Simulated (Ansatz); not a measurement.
**FH3SSiSn: how energies converge with the basis set**

How large a basis does FH3SSiSn need? Two functionals are run in growing sets.

Computed with Ansatz 0.2.0, Gaussian basis. Level: one geometry, several basis sets.

Plan: PBE0-D4/def2-SVP; ωB97M-V/def2-SVP; PBE0-D4/def2-QZVPP; ωB97M-V/def2-QZVPP; the functionals' def2-TZVPP values are taken from earlier runs.

1 further run of the same task is left out (for a known fault of the program).

## (1) The geometry

The geometry comes from an earlier relaxation with PBE0-D4 in a triple-zeta def2 set; it is a stationary point, not always the lowest conformer. Sn takes the def2 core potential; no spin-orbit term is included.

SMILES `F[SiH]1[S][SnH2]1`, 7 atoms, charge 0, spin multiplicity 1.

Atoms are counted from 1 here; the program's logs count them from 0.

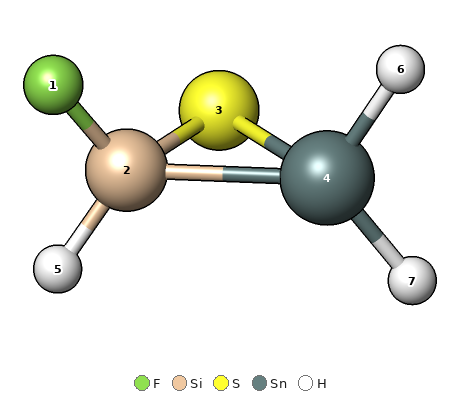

The structure; fluorine green, silicon light orange, sulfur yellow, tin teal, hydrogen white; atoms are numbered from 1 in the order of the file.

## (2) PBE0-D4 in def2-SVP

in.yaml

```yaml
crystal:
  periodic: [false, false, false]
  atoms:
    - {symbol: F, position_ang: [0.194923, -1.436700, 1.994103]}
    - {symbol: Si, position_ang: [0.477301, -1.047247, 0.474257]}
    - {symbol: S, position_ang: [-1.116544, -1.095932, -0.856445]}
    - {symbol: Sn, position_ang: [-0.171993, 1.199200, -0.336928]}
    - {symbol: H, position_ang: [1.749745, -1.704559, 0.111548]}
    - {symbol: H, position_ang: [-1.419779, 2.117249, 0.366513]}
    - {symbol: H, position_ang: [0.347546, 1.899889, -1.798848]}
basis:
  gaussian: {orbitals: def2-SVP}
hamiltonian: {xc: pbe0, dispersion: d4}
output: {orbitals: {seedname: orbitals}}
```

Run with:

```
> ansatz run in.yaml --threads 2 --pin off --events-out ev --progress --plain --max-ram 4352MiB
```

Log:

```text
Functional definition: PBE0
  name "PBE0"
  cite "Adamo & Barone, J. Chem. Phys. 110, 6158 (1999) doi:10.1063/1.478522"
  cite "Perdew, Burke & Ernzerhof, Phys. Rev. Lett. 77, 3865 (1996) doi:10.1103/PhysRevLett.77.3865"
  parent pbe
  parameter a = 0.25
  parameter kappa = 0.804
  parameter beta = 0.06672455060314922
  exchange = (1 - a)*pbe_x(kappa = kappa, mu = beta*pi^2/3) + a*exact_x
  correlation = pbe_c(beta = beta)
945 factors; integrals over basis functions are off by at most 1.0e-3 eV
mean field evaluation 1: about -27292.6971 eV, gradient 3.0e1 eV
mean field evaluation 2: about -27290.5743 eV, gradient 4.5e1 eV
mean field evaluation 4: about -27294.3613 eV, gradient 6.3e-1 eV
mean field evaluation 8: about -27294.3946 eV, gradient 1.0e-1 eV
mean field evaluation 16: about -27294.3947 eV, gradient 2.5e-5 eV
mean field -27294.39466371 eV, -1003.0505030863 hartree, gradient 8.6e-6 eV, S^2 0.000000; 0 other end points of the search recorded, 0 dependent functions left out
reference -27294.39469231 eV, -1003.0505041373 hartree; 32, 32 occupied and 59, 59 virtual orbitals, 945 factors
Total energy: -27294.56954845 eV, -1003.0569299818 hartree
```

Wall time 1.6 s (2 threads of Intel Xeon 6975P-C, shared host).

## (3) ωB97M-V in def2-SVP

in.yaml, as its differences from that of step 2:

```diff
@@ -12,3 +12,3 @@
   gaussian: {orbitals: def2-SVP}
-hamiltonian: {xc: pbe0, dispersion: d4}
+hamiltonian: {xc: {name: wB97M-V}}
 output: {orbitals: {seedname: orbitals}}
```

The command is unchanged.

Log, cut to the lines that bear on the results:

```text
Functional definition: wB97M-V
  name "wB97M-V"
  cite "Mardirossian & Head-Gordon, J. Chem. Phys. 144, 214110 (2016) doi:10.1063/1.4952647"
  cite "Becke, J. Chem. Phys. 107, 8554 (1997) doi:10.1063/1.475007"
  cite "Vydrov & Van Voorhis, J. Chem. Phys. 133, 244103 (2010) doi:10.1063/1.3521275"
  # Of w^i u^j: cxij and so on, Table III.
[...]
  gx(w, u) = 1 - cx + cx01*u + cx10*w
  gss(w, u) = css00 + css04*u^4 + css10*w + css20*w^2 + css43*w^4*u^3
  gos(w, u) = cos00 + cos10*w + (cos20 + cos21*u)*w^2 + (cos60 + cos61*u)*w^6
[...]
      + integral(e_c_pw_mod_opposite_spin*gos(b97_w_opposite, b97_u_opposite)) + vv10(b, c)
945 factors; integrals over basis functions are off by at most 1.0e-3 eV
287 factors; integrals over basis functions are off by at most 6.1e-6 eV
[...]
mean field -27300.62281582 eV, -1003.2793834546 hartree, gradient 3.6e-5 eV, S^2 0.000000; 0 other end points of the search recorded, 0 dependent functions left out
reference -27300.62286059 eV, -1003.2793850998 hartree; 32, 32 occupied and 59, 59 virtual orbitals, 945 factors
Total energy: -27300.62286059 eV, -1003.2793850998 hartree
```

Run time: 5 s. Hardware: 2 threads of Intel Xeon 6975P-C, shared host.

## (4) PBE0-D4 in def2-QZVPP

in.yaml, as its differences from that of step 3:

```diff
@@ -11,4 +11,4 @@
 basis:
-  gaussian: {orbitals: def2-SVP}
-hamiltonian: {xc: {name: wB97M-V}}
+  gaussian: {orbitals: "def2-QZVPP.json"}
+hamiltonian: {xc: pbe0, dispersion: d4}
 output: {orbitals: {seedname: orbitals}}
```

The command is unchanged.

Log:

```text
Functional definition: PBE0
  name "PBE0"
  cite "Adamo & Barone, J. Chem. Phys. 110, 6158 (1999) doi:10.1063/1.478522"
  cite "Perdew, Burke & Ernzerhof, Phys. Rev. Lett. 77, 3865 (1996) doi:10.1103/PhysRevLett.77.3865"
  parent pbe
  parameter a = 0.25
  parameter kappa = 0.804
  parameter beta = 0.06672455060314922
  exchange = (1 - a)*pbe_x(kappa = kappa, mu = beta*pi^2/3) + a*exact_x
  correlation = pbe_c(beta = beta)
1587 factors; their error is unknown
mean field evaluation 1: about -27303.1870 eV, gradient 3.7e1 eV
mean field evaluation 2: about -27300.2394 eV, gradient 5.7e1 eV
mean field evaluation 4: about -27305.5737 eV, gradient 1.8e0 eV
mean field evaluation 8: about -27305.5795 eV, gradient 4.7e-2 eV
mean field evaluation 16: about -27305.6624 eV, gradient 1.4e-4 eV
mean field -27305.66241581 eV, -1003.4645853383 hartree, gradient 2.8e-5 eV, S^2 0.000000; 0 other end points of the search recorded, 0 dependent functions left out
reference -27305.66245554 eV, -1003.4645867983 hartree; 32, 32 occupied and 337, 337 virtual orbitals, 1587 factors
Total energy: -27305.83731168 eV, -1003.4710126429 hartree
```

Run time: 12 s. Hardware: 2 threads of Intel Xeon 6975P-C, shared host; peak memory 1.1 GiB.

## (5) ωB97M-V in def2-QZVPP

in.yaml, as its differences from that of step 4:

```diff
@@ -12,3 +12,3 @@
   gaussian: {orbitals: "def2-QZVPP.json"}
-hamiltonian: {xc: pbe0, dispersion: d4}
+hamiltonian: {xc: {name: wB97M-V}}
 output: {orbitals: {seedname: orbitals}}
```

The command is unchanged.

Log, cut to the lines that bear on the results:

```text
Functional definition: wB97M-V
  name "wB97M-V"
  cite "Mardirossian & Head-Gordon, J. Chem. Phys. 144, 214110 (2016) doi:10.1063/1.4952647"
  cite "Becke, J. Chem. Phys. 107, 8554 (1997) doi:10.1063/1.475007"
  cite "Vydrov & Van Voorhis, J. Chem. Phys. 133, 244103 (2010) doi:10.1063/1.3521275"
  # Of w^i u^j: cxij and so on, Table III.
[...]
  gx(w, u) = 1 - cx + cx01*u + cx10*w
  gss(w, u) = css00 + css04*u^4 + css10*w + css20*w^2 + css43*w^4*u^3
  gos(w, u) = cos00 + cos10*w + (cos20 + cos21*u)*w^2 + (cos60 + cos61*u)*w^6
[...]
      + integral(e_c_pw_mod_opposite_spin*gos(b97_w_opposite, b97_u_opposite)) + vv10(b, c)
1522 factors; their error is unknown
305 factors; integrals over basis functions are off by at most 1.7e-5 eV
[...]
mean field -27311.90651720 eV, -1003.6940518320 hartree, gradient 2.8e-5 eV, S^2 0.000000; 0 other end points of the search recorded, 0 dependent functions left out
reference -27311.90658290 eV, -1003.6940542465 hartree; 32, 32 occupied and 337, 337 virtual orbitals, 1522 factors
Total energy: -27311.90658290 eV, -1003.6940542465 hartree
```

It took 24 s on 2 threads of Intel Xeon 6975P-C, shared host; peak memory 1.4 GiB.

## (6) Functionals by basis

The def2-TZVPP values come from earlier runs at the same geometry.

| functional | basis | functions | energy (eV) | from the largest (eV) | HOMO (eV) | LUMO (eV) |
| --- | --- | --- | --- | --- | --- | --- |
| PBE0-D4 | def2-SVP | 91 | -27294.5695 | 11.268 | -7.05 | -1.43 |
| PBE0-D4 | def2-TZVPP | 207 | -27305.0348 | 0.803 | -7.09 | -1.54 |
| PBE0-D4 | def2-QZVPP | 369 | -27305.8373 | 0.000 | -7.11 | -1.58 |
| ωB97M-V | def2-SVP | 91 | -27300.6229 | 11.284 | -8.90 | 0.36 |
| ωB97M-V | def2-TZVPP | 207 | -27311.1489 | 0.758 | -8.99 | 0.12 |
| ωB97M-V | def2-QZVPP | 369 | -27311.9066 | 0.000 | -9.01 | 0.00 |

## (7) Results

```
                                       quantity           value
PBE0-D4: double and triple zeta above quadruple  11.27, 0.80 eV
ωB97M-V: double and triple zeta above quadruple  11.28, 0.76 eV
```

In words: For PBE0-D4 the step from double to triple zeta gains 10.47 eV and the next only 0.80 eV. Total energies overstate the basis error of differences, where much of it tends to cancel.

For PBE0-D4 the largest set took about 8 times as long as the smallest (12 s against 1.6 s).
